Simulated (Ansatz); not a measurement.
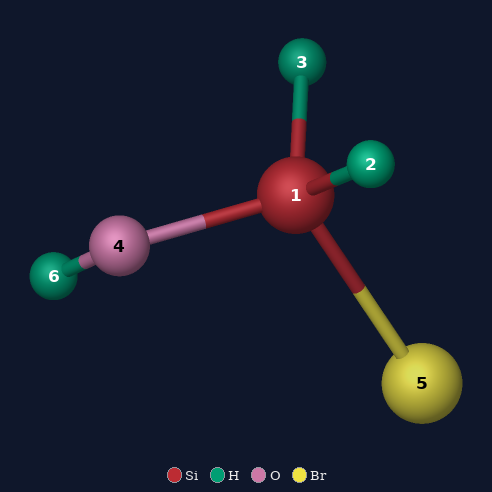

The atoms are numbered. The computed structure is the end point of a PBE0-D4/def2-TZVP optimisation.

Give these bond angles: H2–Si1–H3, H2–Si1–O4, H2–Si1–Br5, H3–Si1–O4, H3–Si1–Br5, O4–Si1–Br5, Si1–O4–H6.

```json
{"angle": "H2–Si1–H3", "degrees": "112.6"}
{"angle": "H2–Si1–O4", "degrees": "106.3"}
{"angle": "H2–Si1–Br5", "degrees": "108.6"}
{"angle": "H3–Si1–O4", "degrees": "112.3"}
{"angle": "H3–Si1–Br5", "degrees": "105.7"}
{"angle": "O4–Si1–Br5", "degrees": "111.3"}
{"angle": "Si1–O4–H6", "degrees": "118.5"}
```
